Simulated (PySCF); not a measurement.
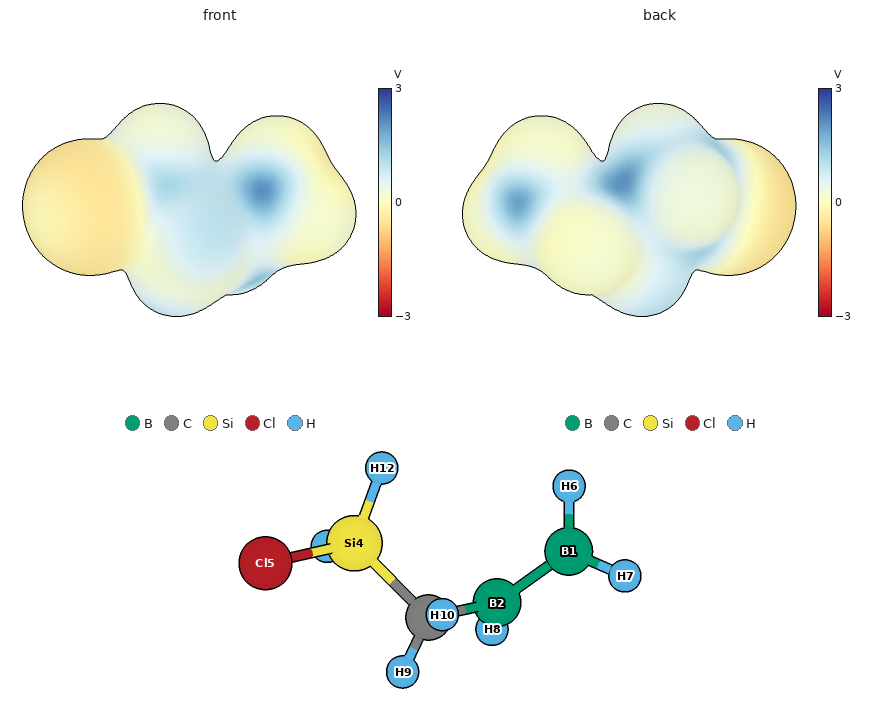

CH$_{7}$B$_{2}$ClSi (SMILES BBC[SiH2]Cl). The molecular electrostatic potential painted on the density surface at 0.002 e/bohr³, seen from the front and from behind; the colour scale runs from red (negative) to blue (positive). The bare structure is drawn below in the same view.

Geometry: GFN2-xTB.

All numbers below come from PBE0/pcSseg-1, SCF density, gas phase, non-relativistic in PySCF.

```yaml
atoms:
  - { symbol: B, position_ang: [-2.1891, 0.1043, 0.3927] }
  - { symbol: B, position_ang: [-0.9610, -0.5512, -0.4436] }
  - { symbol: C, position_ang: [0.3385, 0.2269, -0.8577] }
  - { symbol: Si, position_ang: [1.6428, -0.0177, 0.5086] }
  - { symbol: Cl, position_ang: [3.3262, 0.9669, -0.0367] }
  - { symbol: H, position_ang: [-2.1935, 0.1422, 1.5670] }
  - { symbol: H, position_ang: [-3.1558, 0.5418, -0.1097] }
  - { symbol: H, position_ang: [-0.9709, -1.6924, -0.7409] }
  - { symbol: H, position_ang: [0.7707, -0.1448, -1.7886] }
  - { symbol: H, position_ang: [0.1863, 1.3009, -0.9788] }
  - { symbol: H, position_ang: [2.0052, -1.4251, 0.6778] }
  - { symbol: H, position_ang: [1.2019, 0.5476, 1.7838] }
```

### Which sites attract a positive test charge, and which a negative one?

A positive charge is drawn to the negative regions and a negative charge to the positive ones. The most negative region (about −0.5 V, or −12 kcal/mol for a unit charge) lies over Cl5, the most positive (about +2.0 V, or +46 kcal/mol for a unit charge) over B1, B2 and Si4.

### What dipole moment does the calculation give?

Its dipole moment is 1.13 D.
